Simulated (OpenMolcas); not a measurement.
# One shape, several levels: doublet [B2H4F2]+

Wanted: a comparison of 6 runs (UHF/STO-3G, UHF/cc-pVDZ, U-revPBE/cc-pVDZ, UPBE0/cc-pVDZ, ROMP2/cc-pVDZ, ROCCSD(T)/cc-pVDZ) of doublet [B2H4F2]+. 

The calculation is run with OpenMolcas 26.06.

1 further run of the same task is left out (set aside as unsound or not needed).

### Step 1. Starting point

[B2H4F2]+ has 8 atoms, charge +1, and is taken as a doublet. As SMILES of the parent species, `[BH2-]1[F+][BH2-][F+]1`. The shape is that of a PBE0-D4/def2-TZVP optimisation. That shape belongs to the parent species and isn't relaxed for this state.

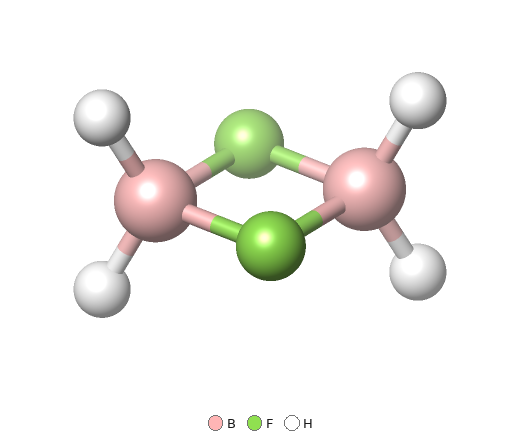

The structure, seen from a chosen angle (boron pink, fluorine green, hydrogen white).

### Step 2. A single-point energy at UHF/STO-3G (run 1)

Contents of mol.input:

```
&gateway
baslib = $CurrDir
coord
8
angstrom
B       -0.488000       0.947300      -0.293800
F        0.637300       0.536000       0.670600
B        0.488000      -0.947200       0.293900
F       -0.636800      -0.535900      -0.671100
H       -0.036000       1.557300      -1.210300
H       -1.440200       1.308400       0.322000
H        1.440200      -1.309100      -0.321600
H        0.035400      -1.556800       1.210300
basis = STO-3G
group = NoSym
&seward
&scf
uhf
charge = 1
spin = 2
thresholds = 1e-10 1e-07 1e-07 1e-05
prorbitals = 1 2
```

The basis set STO-3G is read from a file made from the Basis Set Exchange's data (not shown).

On the command line:

```sh
$ export MOLCAS_MEM=1860
$ pymolcas mol.input > mol.log
```

Log:

```text
--- Start Module: gateway ---
[...]
--- Stop Module: gateway /rc=_RC_ALL_IS_WELL_ ---
--- Start Module: seward ---
[...]
      Basis functions           24
--- Stop Module: seward /rc=_RC_ALL_IS_WELL_ ---
--- Start Module: scf ---
[...]
       Convergence after  61 Iterations
[...]
::    Total SCF energy                               -246.8822230070
[...]
      Total spin, S                                     0.5054352959
[...]
      Total electronic charge=   31.000000
      Total            charge=    1.000000
[...]
      Dipole Moment (debye):
      Origin of the operator (angstrom)=    0.0001    0.0000   -0.0001
                   X= -2.8109E-04               Y= -6.2008E-03               Z=  1.8853E-04           Total=  6.2100E-03
      Center of Charge (angstrom)
[...]
--- Stop Module: scf /rc=_RC_ALL_IS_WELL_ ---
[...]
```

It took 1.8 s on 1 thread of Intel Xeon 6975P-C (Granite Rapids), shared host; peak memory 0.37 GiB.

### Step 3. The energy at UHF/cc-pVDZ (run 2)

Contents of test.input:

```
* B2F2H4 Hartree-Fock
&GATEWAY
BasLib
$CurrDir
BasisSet
B.cc-pVDZ....
B1 -0.488000 0.947300 -0.293800 angstrom
B3 0.488000 -0.947200 0.293900 angstrom
End of Basis
BasisSet
F.cc-pVDZ....
F2 0.637300 0.536000 0.670600 angstrom
F4 -0.636800 -0.535900 -0.671100 angstrom
End of Basis
BasisSet
H.cc-pVDZ....
H5 -0.036000 1.557300 -1.210300 angstrom
H6 -1.440200 1.308400 0.322000 angstrom
H7 1.440200 -1.309100 -0.321600 angstrom
H8 0.035400 -1.556800 1.210300 angstrom
End of Basis
&SEWARD
&SCF
UHF
Charge
1
Spin
2
Thresholds
1e-10 1e-07 1e-07 1e-05
PrOrbitals
1
```

The basis set cc-pVDZ is read from a file made from the Basis Set Exchange's data (not shown).

On the command line:

```sh
$ export MOLCAS_MEM=1860
$ pymolcas test.input > test.log
```

Log:

```text
--- Start Module: gateway ---
[...]
--- Stop Module: gateway /rc=_RC_ALL_IS_WELL_ ---
--- Start Module: seward ---
[...]
      Basis functions           76
--- Stop Module: seward /rc=_RC_ALL_IS_WELL_ ---
[...]
--- Start Module: scf ---
[...]
       Convergence after  22 Iterations
[...]
::    Total SCF energy                               -250.1747109263
[...]
      Total spin, S                                     0.5091460920
[...]
      Total electronic charge=   31.000000
      Total            charge=    1.000000
[...]
      Dipole Moment (debye):
      Origin of the operator (angstrom)=    0.0001    0.0000   -0.0001
                   X= -2.2962E-03               Y=  2.6913E-03               Z=  5.7104E-04           Total=  3.5836E-03
      Center of Charge (angstrom)
[...]
--- Stop Module: scf /rc=_RC_ALL_IS_WELL_ ---
[...]
```

It took 4.8 s on 1 thread of Intel Xeon 6975P-C (Granite Rapids), shared host; peak memory 0.43 GiB.

Runs 3 to 4 aren't shown in full; the table further down has their settings and results.

### Step 4. The energy at ROMP2/cc-pVDZ (run 5)

Contents of coord.xyz:

```xyz
8

B     -0.488000     0.947300    -0.293800
F      0.637300     0.536000     0.670600
B      0.488000    -0.947200     0.293900
F     -0.636800    -0.535900    -0.671100
H     -0.036000     1.557300    -1.210300
H     -1.440200     1.308400     0.322000
H      1.440200    -1.309100    -0.321600
H      0.035400    -1.556800     1.210300
```

Contents of test.inp:

```
&GATEWAY
  BASLIB = $CurrDir
  COORD = coord.xyz
  BASIS = cc-pVDZ
  GROUP = NoSym

&SEWARD

&SCF
  UHF
  CHARGE = 1
  SPIN = 2
  THRESHOLDS = 1e-10 1e-07 1e-07 1e-05
  PRORBITALS = 1 1

&RASSCF
  FILEORB = $Project.UnaOrb
  SPIN = 2
  NACTEL = 1 0 0
  INACTIVE = 15
  RAS2 = 1
  OUTORBITALS = Canonical
  ORBLISTING = Nothing

&CASPT2
  IPEA = 0.0
  FROZEN = 4
```

The basis set cc-pVDZ is read from a file made from the Basis Set Exchange's data (not shown).

On the command line:

```sh
$ export MOLCAS_MEM=1860
$ pymolcas test.inp > test.log
```

Log:

```text
--- Start Module: gateway ---
[...]
--- Stop Module: gateway /rc=_RC_ALL_IS_WELL_ ---
[...]
      Basis functions           76
[...]
       Convergence after  22 Iterations
[...]
::    Total SCF energy                               -250.1747109263
[...]
      Total spin, S                                     0.5091460920
[...]
--- Start Module: rasscf ---
[...]
      Number of active orbitals                  1
[...]
      Spin quantum number                      0.5
[...]
      Active orbitals                            1
[...]
      Number of CSFs                             1
[...]
      Number of root(s) required                 1
[...]
      Convergence after 10 iterations
[...]
      printout of CI-coefficients larger than  0.05 for root  1
      energy=    -250.168600
      conf/sym  1     Coeff  Weight
             1  u   1.00000 1.00000
      Natural orbitals and occupation numbers for root  1
      sym 1:   1.000000
      ************************************************************************************************************************
      *                                                    Final results                                                     *
[...]
::    RASSCF root number  1 Total energy:   -250.16860031
[...]
      Total electronic charge=   31.000000
      Total            charge=    1.000000
[...]
      Dipole Moment (debye):
      Origin of the operator (angstrom)=    0.0001    0.0000   -0.0001
                   X= -1.9400E-03               Y=  2.0452E-03               Z=  7.7713E-04           Total=  2.9241E-03
      Center of Charge (angstrom)
[...]
--- Stop Module: rasscf /rc=_RC_ALL_IS_WELL_ ---
[...]
--- Start Module: caspt2 ---
[...]
      E2 (Variational):          -0.5953895918
      Total energy:            -250.7639899023
[...]
      Reference weight:           0.85369
[...]
::    CASPT2 Root  1     Total energy:   -250.76398990
[...]
```

Wall time 7.5 s (1 thread of Intel Xeon 6975P-C (Granite Rapids), shared host); peak memory 0.43 GiB.

### Step 5. A single-point energy at ROCCSD(T)/cc-pVDZ (run 6)

Contents of test.inp:

```
&GATEWAY
 BasLib=$CurrDir
 Coord
 8
 angstrom
 B       -0.488000       0.947300      -0.293800
 F        0.637300       0.536000       0.670600
 B        0.488000      -0.947200       0.293900
 F       -0.636800      -0.535900      -0.671100
 H       -0.036000       1.557300      -1.210300
 H       -1.440200       1.308400       0.322000
 H        1.440200      -1.309100      -0.321600
 H        0.035400      -1.556800       1.210300
 Basis=cc-pVDZ
 Group=NoSym

&SEWARD

&SCF
 UHF
 Charge=1
 Spin=2
 Thresholds=1e-10 1e-07 1e-07 1e-05
 PrOrbitals=1 1

&RASSCF
 FileOrb=$Project.UnaOrb
 Spin=2
 Nactel=1 0 0
 Inactive=15
 Ras2=1
 OutOrbitals=Canonical
 OrbListing=NoCore

&MOTRA
 JobIph
 Frozen=4

&CCSDT
 CCT
 Triples=3
 Iterations=80
 Accuracy=1e-08
 Extrapolation=5 4
```

The basis set cc-pVDZ is read from a file made from the Basis Set Exchange's data (not shown).

On the command line:

```sh
$ export MOLCAS_MEM=1860
$ pymolcas test.inp > test.log
```

Log:

```text
--- Start Module: gateway ---
[...]
--- Stop Module: gateway /rc=_RC_ALL_IS_WELL_ ---
[...]
      Basis functions           76
[...]
       Convergence after  22 Iterations
[...]
::    Total SCF energy                               -250.1747109263
[...]
      Total spin, S                                     0.5091460920
[...]
      Number of active orbitals                  1
[...]
      Spin quantum number                      0.5
[...]
      Active orbitals                            1
[...]
      Number of CSFs                             1
[...]
      Number of root(s) required                 1
[...]
      Convergence after 10 iterations
[...]
      printout of CI-coefficients larger than  0.05 for root  1
      energy=    -250.168600
      conf/sym  1     Coeff  Weight
             1  u   1.00000 1.00000
      Natural orbitals and occupation numbers for root  1
      sym 1:   1.000000
      ************************************************************************************************************************
      *                                                    Final results                                                     *
[...]
::    RASSCF root number  1 Total energy:   -250.16860031
[...]
      Total electronic charge=   31.000000
      Total            charge=    1.000000
[...]
      Dipole Moment (debye):
      Origin of the operator (angstrom)=    0.0001    0.0000   -0.0001
                   X= -1.9400E-03               Y=  2.0452E-03               Z=  7.7713E-04           Total=  2.9241E-03
      Center of Charge (angstrom)
[...]
--- Start Module: motra ---
[...]
--- Start Module: ccsdt ---
[...]
      Convergence after                    19  Iterations
      Total energy (diff) :    -250.78241448      -0.00000001
[...]
 METHOD                       : CCSD+T(CCSD)+<T3(1)WT1>+<T3(1)UT2> = CCSD(T)
[...]
       CCSD     =      -250.7824144805579
[...]
```

Wall time 30 s (1 thread of Intel Xeon 6975P-C (Granite Rapids), shared host); peak memory 0.43 GiB.

### Step 6. The series

```
run              level  integration grid  frozen core orbitals  energy (Eh)  HOMO energy (eV)  LUMO energy (eV)   ⟨S²⟩  wall time
  1         UHF/STO-3G                 –                     –  -246.882223            -18.30            -10.68  0.761      1.8 s
  2        UHF/cc-pVDZ                 –                     –  -250.174711            -18.08            -11.94  0.768      4.8 s
  3   U-revPBE/cc-pVDZ         UltraFine                     –  -251.355436            -15.03            -14.31  0.751       30 s
  4      UPBE0/cc-pVDZ         UltraFine                     –  -251.157523            -16.40            -13.98  0.753       29 s
  5      ROMP2/cc-pVDZ                 –                     4  -250.763990                 –                 –      –      7.5 s
  6  ROCCSD(T)/cc-pVDZ                 –                     4  -250.800029                 –                 –      –       30 s
```

### Step 7. What came out

| quantity | value |
| --- | --- |
| run 6: total energy | -250.80003 Eh |
| run 6: (T) correction | -17.61 mEh |

What this shows: Totals of different functionals can't be ranked against each other. In run 1 the basis is minimal, so the values are rough. All runs together took 1.7 min, the longest 30 s.
